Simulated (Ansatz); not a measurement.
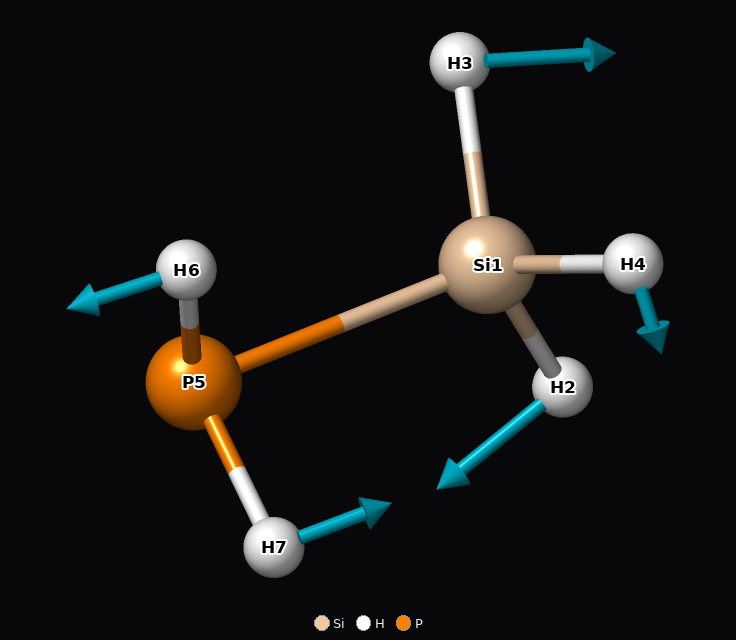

The arrows show one normal mode. Harmonic vibrations computed with RKS PBE0-D4/def2-TZVP (Ansatz 0.2.0) at a stationary point of the same level.

What kind of motion is it?

Answer. Mostly H–Si–P bending.

At what wavenumber does it lie?

Answer. 460 cm⁻¹; it is mode 3 of 15 counted from the lowest.
